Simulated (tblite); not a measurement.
## Geometry relaxation of C₆H₈BF (part 4 of 4)

Continued. System: C₆H₈BF, SMILES FC1=CCCC=CB1. Method: GFN2-xTB geometry optimisation, gas phase (tblite 0.8.0). It belongs to a series of runs on one base structure; here: H2 added to a C-C multiple bond.

Geometry of the input (Å):
```
F  2.6953  -1.5827  0.1522
C  1.5306  -0.8805  -0.0532
C  0.4045  -1.5840  -0.1878
C  -0.9506  -0.9619  -0.4846
C  -1.3292  0.0730  0.5848
C  -0.8206  1.4397  0.2081
C  0.4686  1.7249  -0.0670
B  1.6672  0.6935  -0.0920
H  0.4491  -2.6663  -0.1130
H  -1.7126  -1.7829  -0.4581
H  -0.9602  -0.5311  -1.4993
H  -0.9520  -0.2176  1.5837
H  -2.4413  0.1297  0.6571
H  -1.5303  2.2534  0.1738
H  0.7243  2.7632  -0.2715
H  2.7497  1.1385  -0.1446
```

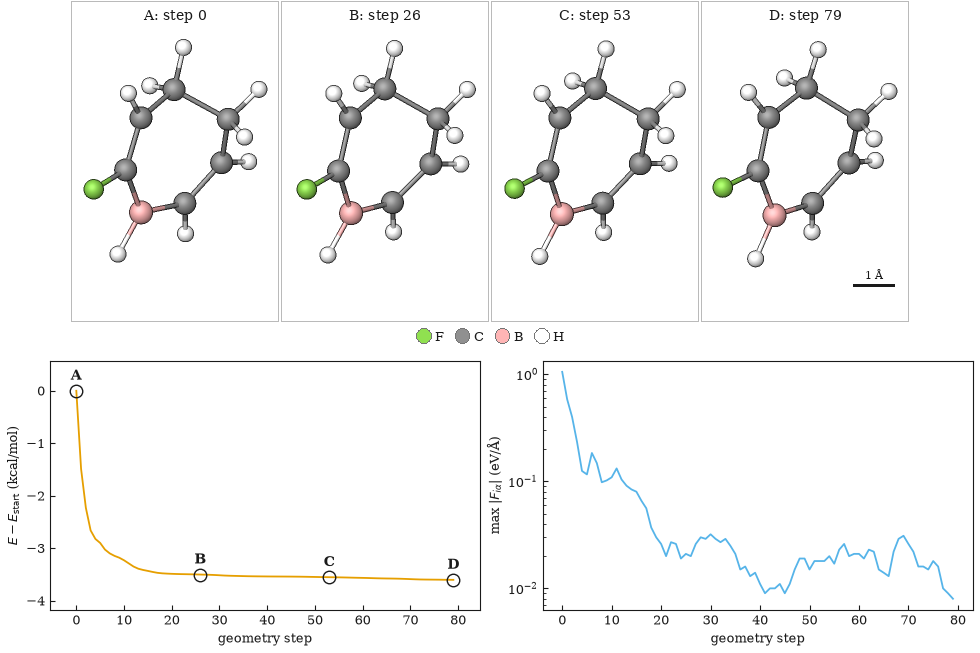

**Figure 1.** Frames of the relaxation (ball-and-stick view, seen at a tilt) above the curves, on which the letters mark them (steps are counted from 0).

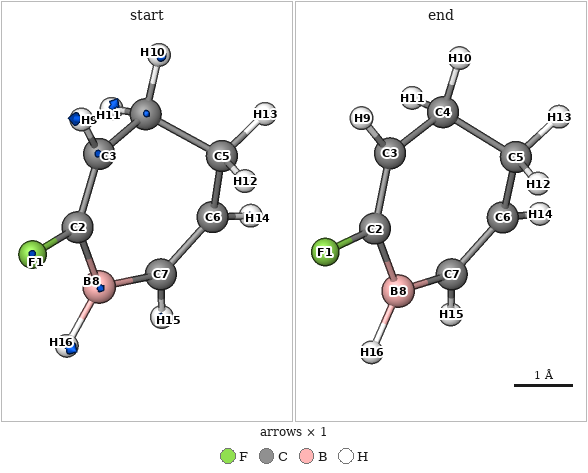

**Figure 2.** Before (left) and after (right) the relaxation, at one scale (ball-and-stick view, seen at a tilt). The blue arrows give the displacements, at true length. The atom that moves furthest after the best rigid fit is H9 (0.31 Å). Largest moves by element: H 0.31 Å, B 0.13 Å, C 0.10 Å, F 0.09 Å. Among the contacts that change: C7–B8 1.581 → 1.541 Å, C2–B8 1.580 → 1.545 Å, C4–H10 1.120 → 1.092 Å, C3–C4 1.520 → 1.493 Å. Among the angles that change: C3–C2–B8 126.5° → 130.3°, C2–B8–C7 125.7° → 122.3°, F1–C2–C3 117.4° → 114.1°. The energy falls by 3.60 kcal/mol in 79 geometry steps. The largest force component goes from 1.1 to 0.008 eV/Å. (Atoms are counted from 1 in the order of the input.)

Key numbers:

| quantity | value |
| --- | --- |
| outcome | converged |
| total energy | −621.3134 eV |
| wall time | 0.74 s |
| peak memory | 0.18 GiB |
